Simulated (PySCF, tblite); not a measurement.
# C5H14OSi3: geometry, infrared bands and NMR shifts

Aim: predict the infrared bands and NMR shifts of C5H14OSi3 (`C#CC[C@@H](C)[Si@@H]([SiH3])O[SiH3]`).

Computed with tblite 0.8.0 and PySCF 2.14.0, with density-fitted response routines of our own, on a single molecule in the gas phase. Atoms count from 0, in the outputs and in this text.

## 1. The molecule as given

23 atoms, charge 0, multiplicity 1; geometry from: force field or distance geometry start.

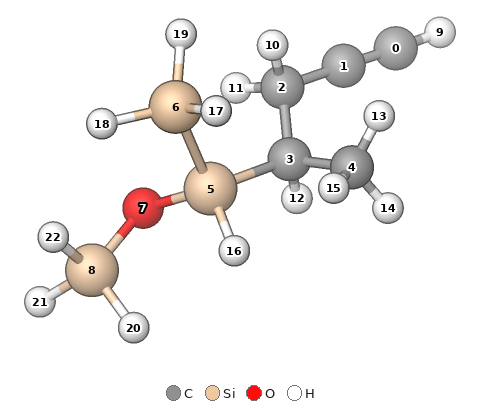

As it starts; carbon grey, silicon light orange, oxygen red, hydrogen white, atoms numbered; sticks join atoms by distance.

## 2. Relaxing the molecule with GFN2-xTB

The job: settings as JSON, then the geometry in Å.

```
{"job": {"kind": "relax", "xc": "GFN2-xTB", "basis": "xTB"}, "charge": 0, "multiplicity": 1}
C      4.299000    -0.189500    -0.645500
C      3.093700    -0.090800    -0.766700
C      1.661400     0.026800    -0.892100
C      0.936400    -0.328600     0.357300
C      1.315300     0.517000     1.551700
Si    -0.921800    -0.201600     0.219000
Si    -1.565800     1.747400    -0.659100
O     -1.512000    -1.486200    -0.724800
Si    -3.124300    -1.761900    -0.183900
H      5.336800    -0.266800    -0.559700
H      1.436200     1.077200    -1.237400
H      1.344600    -0.701400    -1.699500
H      1.165500    -1.384400     0.625500
H      2.001600     1.349500     1.270700
H      1.737300    -0.131200     2.335500
H      0.394100     0.980900     2.009700
H     -1.425800    -0.238400     1.606100
H     -1.640700     2.816800     0.361800
H     -2.939800     1.563200    -1.146900
H     -0.681700     2.203600    -1.746400
H     -3.236600    -1.826900     1.272200
H     -3.669700    -2.994700    -0.725100
H     -4.008500    -0.653100    -0.612200
```

Command:

```
> OMP_NUM_THREADS=1 python probes_run.py task.json out
```

One launch serves the whole session: the jobs run in the order shown.

**Question.** This job is followed by: GFN2-xTB harmonic vibrations, gas phase; GIAO PBE0/pcSseg-1 NMR shielding, non-relativistic, gas phase. Predict these results of the whole session: strongest single infrared mode (GFN2-xTB); zero-point energy (GFN2-xTB); ¹³C shifts against TMS (PBE0/pcSseg-1); ¹H shifts against TMS (PBE0/pcSseg-1, means over atoms taken as alike); ²⁹Si shifts against TMS (PBE0/pcSseg-1); ¹⁷O shifts against H2O (PBE0/pcSseg-1).

As calculated:

```
                                                              quantity                                               value
                             strongest single infrared mode (GFN2-xTB)                               1092 cm⁻¹, 651 km/mol
                                          zero-point energy (GFN2-xTB)                                      101.6 kcal/mol
                                ¹³C shifts against TMS (PBE0/pcSseg-1)                    89.0, 75.9, 29.5, 23.8, 13.7 ppm
¹H shifts against TMS (PBE0/pcSseg-1, means over atoms taken as alike)  5.57, 5.17, 3.34, 2.83, 1.98, 1.53, 1.47, 1.07 ppm
                               ²⁹Si shifts against TMS (PBE0/pcSseg-1)                             -3.4, -43.5, -131.7 ppm
                                ¹⁷O shifts against H2O (PBE0/pcSseg-1)                                            12.2 ppm
```

**Reading.** Relaxing lowered the energy by 1.207 eV in 172 steps; the close pair that moved most is O7–Si8, from 1.723 to 1.616 Å. The lowest mode is imaginary (43i cm⁻¹), so the xTB geometry is not a minimum. The strongest single mode, at 1092 cm⁻¹, moves mainly O7. Unscaled tight-binding wavenumbers are off by several per cent, some by more. Its intensities can rank the bands wrongly. At PBE0/pcSseg-1: The largest span, 302 ppm, is at C1, where the paramagnetic term is -161 ppm.
